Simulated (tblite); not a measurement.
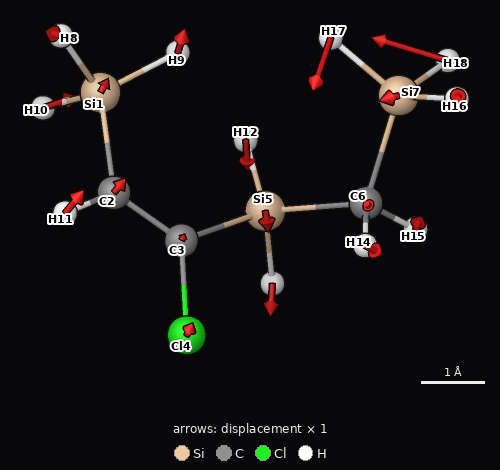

A relaxation of C₃H₁₁ClSi₃. The starting structure is drawn; red arrows show the displacements, at their true length. The two geometries are superimposed by the best rigid fit.

Style: ball-and-stick. Shown at a tilt.

Theory: GFN2-xTB geometry optimisation, gas phase (tblite 0.8.0). 

### What happened in the run?

The largest move after the best rigid fit is that of an H atom, 1.34 Å. Largest moves by element: H 1.34 Å, Si 0.41 Å, C 0.34 Å, Cl 0.29 Å. Some distances before and after: Si–Si 3.293 → 3.645 Å, C–Si 1.832 → 1.893 Å, C–Si 1.823 → 1.880 Å, C–Si 1.853 → 1.901 Å. Bond angles that change, for instance: Cl–C–Si 120.0° → 110.4°, C–C–Si 122.6° → 130.6°, C–Si–H 114.3° → 109.2°. Groups turn about C–Si by about 30°, C–Si by about 30°, C–Si by about 30°. After 140 geometry steps the energy has fallen by 55.5 kJ/mol. Cost: 1.5 s on 1 thread of Arm Neoverse V1, with other jobs on the host.
